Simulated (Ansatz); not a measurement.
# quartet CF at 6 levels

Aim: a comparison of 6 runs (U-wB97X/STO-3G, UHSE06/STO-3G, UPBE/STO-3G, UMP2/STO-3G, UCCSDT(Q)/STO-3G, UCCSD(T)/STO-3G) of quartet CF. 

Program for the calculation: Ansatz 0.2.0.

**1. The molecule**

CF has 2 atoms, charge 0, and is taken as a quartet. As SMILES of the parent species, `[C]F`. The shape is that of a PBE0-D4/def2-TZVP optimisation. That shape belongs to the parent species and isn't relaxed for this state.

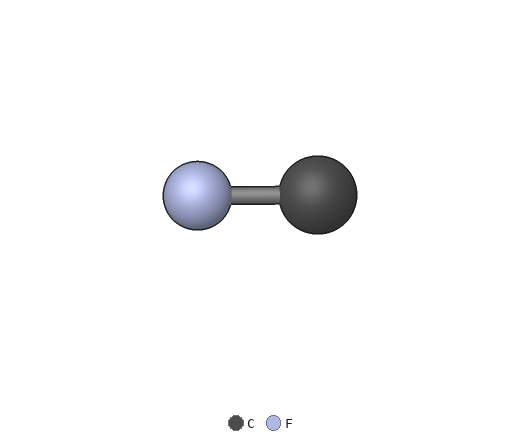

Viewed from a chosen angle; carbon dark grey, fluorine light blue.

**2. A single-point energy at U-wB97X/STO-3G (run 1)**

Input file job.yaml:

```yaml
basis:
  gaussian:
    orbitals: STO-3G
crystal:
  periodic: [false, false, false]
  atoms:
    - symbol: C
      position_ang: [-0.000000, 0.000000, 0.003080]
    - symbol: F
      position_ang: [0.000000, -0.000000, 1.271320]
magnetization:
  spin_polarized: true
  initial_magnetization: 3
total_charge: 0
hamiltonian:
  xc: {name: wB97X}
accuracy: high
```

Run with:

```
$ ansatz run job.yaml --threads 1 --pin off --max-ram 3480MiB --events-out events.jsonl --progress --plain --runs-dir runs
```

The log of the run:

```text
Warning: RAYON_NUM_THREADS=1 ignored (pool sized by the plan → 1); use --threads N
Functional definition: wB97X
  name "wB97X"
  parameter omega = 0.3/bohr
  parameter cx = 0.157706
  parameter cx1 = 0.726479
  parameter cx2 = 1.04760
  parameter cx3 = -5.70635
  parameter cx4 = 13.2794
  parameter css1 = -4.33879
  parameter css2 = 18.2308
  parameter css3 = -31.7430
  parameter css4 = 17.2901
  parameter cos1 = 2.37031
  parameter cos2 = -11.3995
  parameter cos3 = 6.58405
  parameter cos4 = -3.78132
  exchange = spin_sum(e_x_unif_sr(omega)*poly(b97_u_x, 1 - cx, cx1, cx2, cx3, cx4)) + cx*exact_x_sr(omega)
      + exact_x_lr(omega)
  correlation = spin_sum(e_c_pw_same_spin*poly(b97_u_same, 1, css1, css2, css3, css4))
      + integral(e_c_pw_opposite_spin*poly(b97_u_opposite, 1, cos1, cos2, cos3, cos4))
149 factors; integrals over basis functions are off by at most 3.2e-8 eV
84 factors; integrals over basis functions are off by at most 4.2e-10 eV
mean field evaluation 1: about -3690.6025 eV, gradient 1.6e1 eV
mean field evaluation 2: about -3692.1609 eV, gradient 9.5e0 eV
mean field evaluation 4: about -3692.7950 eV, gradient 4.6e-1 eV
mean field evaluation 8: about -3692.7992 eV, gradient 1.8e-3 eV
mean field evaluation 16: about -3692.7992 eV, gradient 2.8e-8 eV
mean field -3692.79921275 eV, -135.7078679994 hartree, gradient 2.8e-8 eV, S^2 3.750363; 0 other end points of the search recorded, 0 dependent functions left out
reference -3692.79921250 eV, -135.7078679902 hartree; 9, 6 occupied and 1, 4 virtual orbitals, 149 factors
Total energy: -3692.79921250 eV, -135.7078679902 hartree
```

Wall time 2.8 s (1 thread of Arm Neoverse V1, shared host); peak memory 0.2 GiB.

**3. A single-point energy at UHSE06/STO-3G (run 2)**

Input file molecule.yaml:

```yaml
crystal:
  periodic: [false, false, false]
  atoms:
    - {symbol: C, position_ang: [-0.000000, 0.000000, 0.003080]}
    - {symbol: F, position_ang: [0.000000, -0.000000, 1.271320]}
basis:
  gaussian: {orbitals: STO-3G}
magnetization: {spin_polarized: true, initial_magnetization: 3}
hamiltonian: {xc: {name: HSE06}}
accuracy: high
```

Run with:

```
$ ansatz run molecule.yaml --threads 1 --pin off --max-ram 3480MiB --events-out events.jsonl --progress --plain --runs-dir runs
```

The log of the run:

```text
Warning: RAYON_NUM_THREADS=1 ignored (pool sized by the plan → 1); use --threads N
Functional definition: HSE06
  name "HSE06"
  parameter a = 0.25
  parameter omega = 0.11/bohr
  exchange = pbe_x - a*pbe_x_sr(omega) + a*exact_x_sr(omega)
  correlation = pbe_c
149 factors; integrals over basis functions are off by at most 3.2e-8 eV
33 factors; integrals over basis functions are off by at most 4.4e-10 eV
mean field evaluation 1: about -3685.9932 eV, gradient 2.3e1 eV
mean field evaluation 2: about -3687.0135 eV, gradient 2.0e1 eV
mean field evaluation 4: about -3689.9098 eV, gradient 3.4e-1 eV
mean field evaluation 8: about -3689.9194 eV, gradient 7.3e-4 eV
mean field evaluation 16: about -3689.9194 eV, gradient 2.5e-8 eV
mean field -3689.91941430 eV, -135.6020373585 hartree, gradient 2.5e-8 eV, S^2 3.750253; 0 other end points of the search recorded, 0 dependent functions left out
reference -3689.91941517 eV, -135.6020373904 hartree; 9, 6 occupied and 1, 4 virtual orbitals, 149 factors
Total energy: -3689.91941517 eV, -135.6020373904 hartree
```

Wall time 0.87 s (1 thread of Arm Neoverse V1, shared host); peak memory 0.089 GiB.

Runs 3 to 5 aren't shown in full; the table further down has their settings and results.

**4. The energy at UCCSD(T)/STO-3G (run 6)**

Input file input.yaml:

```yaml
crystal:
  periodic: [false, false, false]
  atoms:
    - {symbol: C, position_ang: [-0.000000, 0.000000, 0.003080]}
    - {symbol: F, position_ang: [0.000000, -0.000000, 1.271320]}
basis:
  gaussian:
    orbitals: STO-3G
magnetization:
  spin_polarized: true
  initial_magnetization: 3
correlation:
  method: ccsd_t
  frozen_orbitals: {C: 1, F: 1}
accuracy: high
scf:
  omitted_lower_state_checks: [cluster_reference, increment]
```

Run with:

```
$ ansatz run input.yaml --threads 1 --pin off --max-ram 3480MiB --events-out events.jsonl --progress --plain --runs-dir runs
```

The log of the run (excerpt; [...] marks lines left out):

```text
Warning: RAYON_NUM_THREADS=1 ignored (pool sized by the plan → 1); use --threads N
Functional definition: HF
  name "HF"
[...]
149 factors; integrals over basis functions are off by at most 3.2e-8 eV
[...]
mean field -3679.70995800 eV, -135.2268467595 hartree, gradient 1.5e-8 eV, S^2 3.751484; 0 other end points of the search recorded, 0 dependent functions left out
2 core orbitals not correlated: weight in the atoms' cores, before any rotation towards them, 1.000 or more for the frozen orbitals, at most 0.000 for the correlated occupied ones
reference -3679.70995800 eV, -135.2268467595 hartree; 7, 4 occupied and 1, 4 virtual orbitals, 149 factors
second order -0.77304923 eV of doubles, -0.00000000 eV of singles
cycle   1  -0.92142773 eV  change   -1.5e-1 eV  update   4.4e-2
[...]
cycle  19  -1.04313837 eV  change   8.2e-10 eV  update  8.3e-10
perturbative correction -0.03393465 eV, -0.0012470753 hartree
Total energy: -3680.78703102 eV, -135.2664284630 hartree
Checks for a lower state left out: cluster_reference, increment
```

Wall time 0.12 s (1 thread of Arm Neoverse V1, shared host).

**5. The series**

```
run             level  frozen core orbitals  energy (Eh)   ⟨S²⟩  wall time
  1    U-wB97X/STO-3G                     –  -135.707868  3.750      2.8 s
  2     UHSE06/STO-3G                     –  -135.602037  3.750     0.87 s
  3       UPBE/STO-3G                     –  -135.575045  3.750     0.54 s
  4       UMP2/STO-3G                     2  -135.255256  3.751     0.06 s
  5  UCCSDT(Q)/STO-3G                     2  -135.266846  3.751     0.36 s
  6   UCCSD(T)/STO-3G                     2  -135.266428  3.751     0.12 s
```

**6. Outcome**

| quantity | value |
| --- | --- |
| run 6: total energy | -135.26643 Eh |
| run 6: correlation energy (2 core orbitals frozen) | -39.6 mEh |
| run 6: (T) correction | -1.25 mEh |
| run 6: ⟨S²⟩ | 3.751 |
| run 6: T1 diagnostic | 0.014 |

**Reading.** Totals of different functionals can't be ranked against each other. All runs together took 4.7 s, the longest 2.8 s.
